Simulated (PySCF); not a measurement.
C4H5Cl (SMILES C[C@H]1C=C1Cl)

Input

```
{"job": {"kind": "uv", "xc": "PBE0", "basis": "def2-SVPD", "nstates": 5, "ntriplets": 0}, "charge": 0, "multiplicity": 1}
C     -1.399600    -0.427100     0.190400
C     -0.090400    -0.074800    -0.502700
C      0.876200     0.882400     0.124100
C      1.258700    -0.368100     0.172400
Cl     2.542100    -1.459200     0.411700
H     -1.552900    -0.587400     1.256300
H     -2.145000     0.265300    -0.046800
H     -1.825200    -1.321000    -0.289900
H     -0.238100    -0.157000    -1.565800
H      0.723900     1.838000     0.619600
```

Run with:

```sh
OMP_NUM_THREADS=1 python probes_run.py task.json out
```

Geometry: GFN2-xTB, MD frame at 250 fs, 300 K.

Computed with PySCF, PBE0/def2-SVPD, SCF density, gas phase.

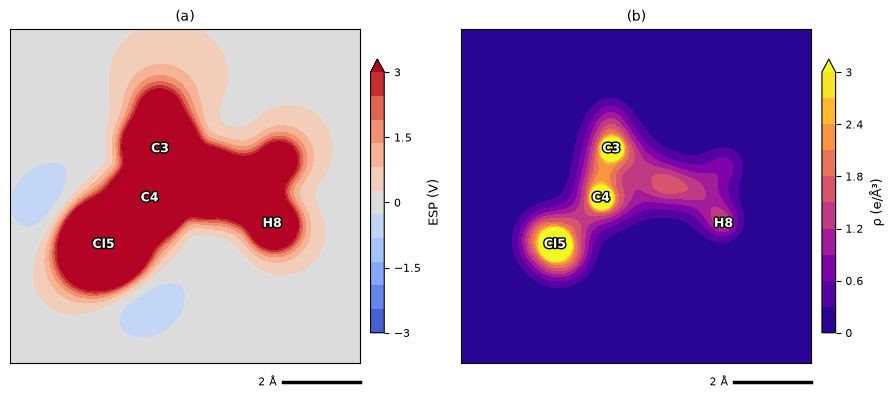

Figure 1. (a) molecular electrostatic potential; (b) total electron density on the plane of atoms C3, C4 and Cl5.

**Interpret the plot.**

Atoms in the plane: C, Cl and H. C–C (1.31 Å): the density is about 2.2 e/Å³ at the midpoint. C–Cl (1.70 Å): ρ at the midpoint is about 1.5 e/Å³. Outside the dense part of the molecule the potential is most negative (−0.4 V) near Cl5.

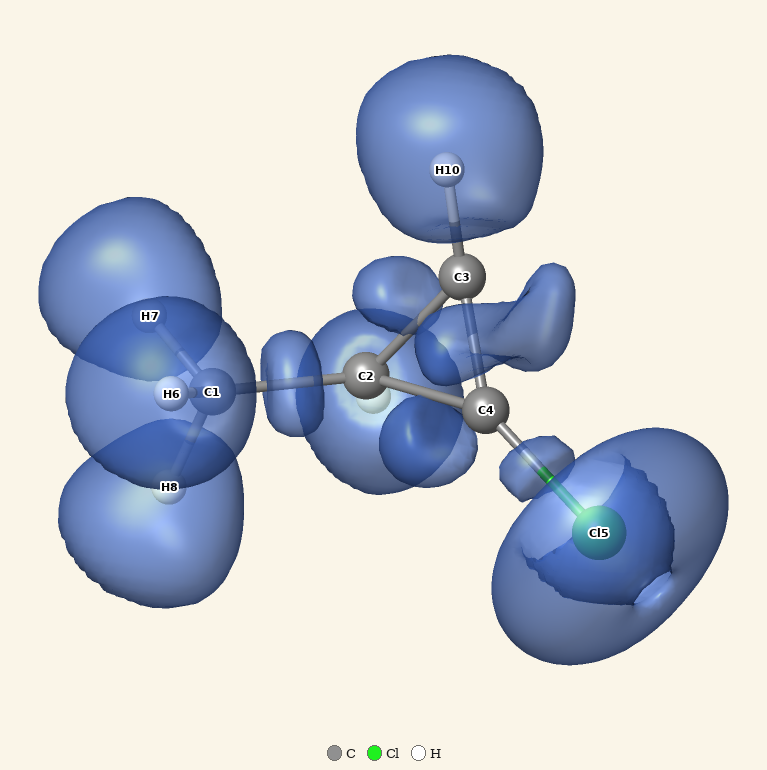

Figure 2. Isosurface of the ELF at 0.8 (blue), seen at a tilt. Core shells and regions of very low density are left out.

**Identify the bonds, lone pairs and shells in this picture.**

The surface consists of four regions between bonded C–C atoms (shared pairs), one region between bonded C–Cl atoms (shared pairs), five regions around hydrogen nuclei and one ring or bowl of non-bonding electrons around Cl.


C–C (1.31 Å): the ELF peaks at about 0.85 between the atoms: a multiple bond. C–Cl (1.70 Å): the ELF peaks at about 0.90 between the atoms (a covalent bond).

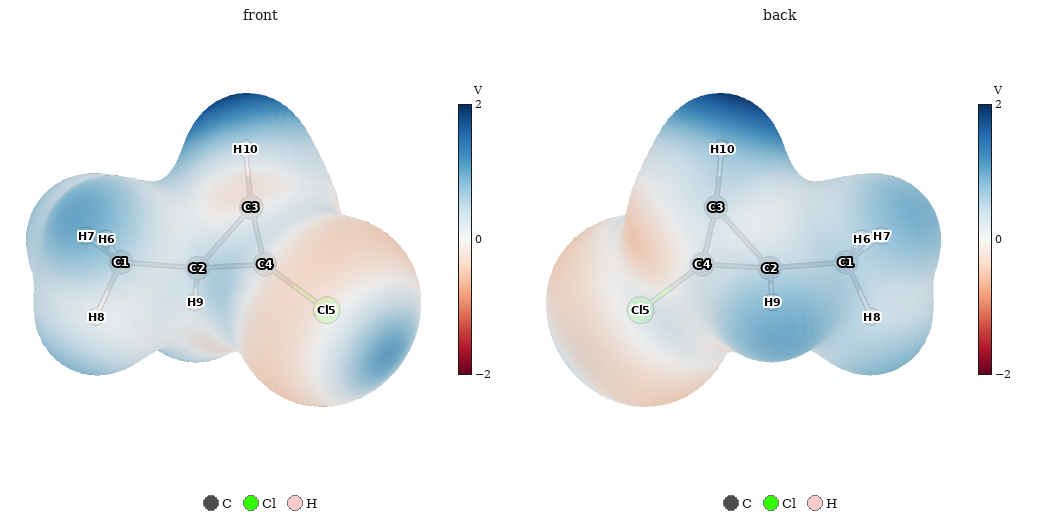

Figure 3. The electrostatic potential painted on the density surface at 0.004 e/bohr³, seen from the front and from behind; red is negative and blue positive.

**Where is the surface potential most negative and most positive?**

The most negative region (about −0.4 V, or −9 kcal/mol for a unit charge) lies over C3, C4 and Cl5, the most positive (about +1.8 V, or +42 kcal/mol for a unit charge) over H10. Cl5 shows a σ-hole: about +1.1 V, or +25 kcal/mol for a unit charge at the tip opposite its bond, against about −0.4 V, or −9 kcal/mol for a unit charge on its flanks.

**How polar is the molecule by this calculation?**

Its dipole moment is 1.35 D.
